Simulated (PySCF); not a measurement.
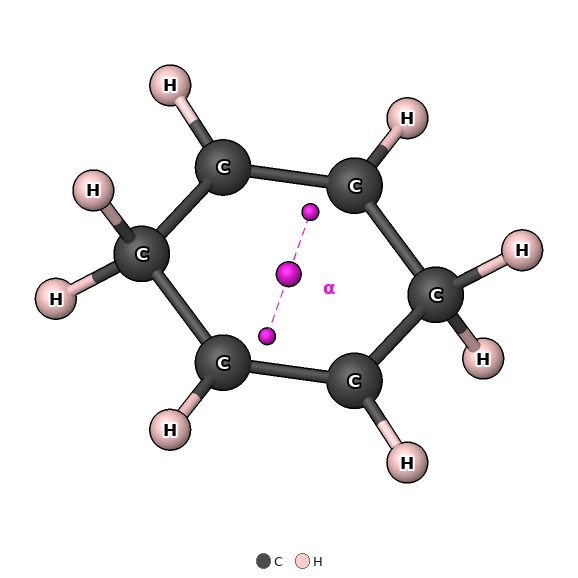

The small points mark where nucleus-independent chemical shifts (NICS) were computed: at the centre of each lettered ring and 1 Å above and below it. The computed structure is the end point of a PBE0-D3(BJ)/def2-SVP optimisation. No frequency run is at hand to confirm it as a minimum. Level of theory: GIAO LC-wPBE/pcSseg-1 NMR shielding, non-relativistic, gas phase (PySCF 2.14.0).

Give NICS(0), NICS(1) and the out-of-plane component NICS(1)zz for each ring (means of the two sides).

```tsv
ring	members	NICS(0)	NICS(1)	NICS(1)zz
α	C6	2.6	−0.6	3.0
```

Values in ppm.

### What do the values say about the ring currents?

Ring α: weak, as in a non-aromatic ring. NICS is one index among several.
